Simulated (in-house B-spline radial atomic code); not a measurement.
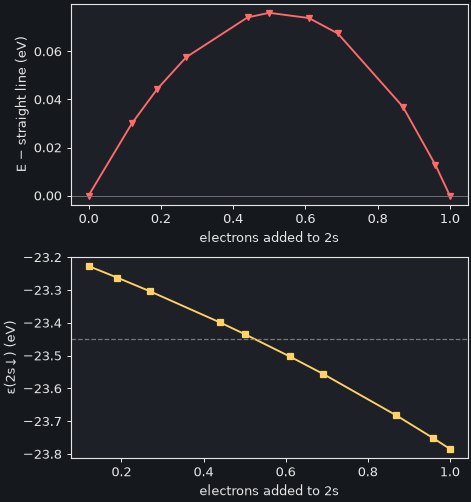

The occupation of the 2s shell is varied from B²⁺ ([He] 2s1 (high spin)) to B⁺ ([He] 2s2), with spherical fractional occupations. The plot shows the total energy less the straight line between the end points, and the eigenvalue of 2s↓ (the dashed line is minus the energy to take the whole electron out). The values are computed.

Question: Was this Hartree-Fock or a semilocal functional, and how does the plot tell?

Answer: It was Hartree-Fock: scalar-relativistic (spin-free one-electron X2C) Hartree-Fock (fractional occupations), spin-polarised, spherical fractional occupations, Fermi nucleus, basis-set limit, computed with an in-house B-spline radial code. The curve is concave (above the straight line), with the largest deviation among the points computed, 0.08 eV, at 0.5. The end points differ by 23.4 eV, the energy to take the electron out. The eigenvalue, which is the slope of the energy (Janak's theorem), moves from −23.2 eV at 0.12 to −23.8 eV at 1; for a straight line it would stay constant, and a parabola would sag by an eighth of this change, scaled to a whole electron, 0.08 eV. Concavity is the localisation error: fractional charges are too high in energy. Exact exchange at spherical fractional occupations leaves self-interaction in partly filled shells, which adds to the curvature. A semilocal functional would bend the other way.
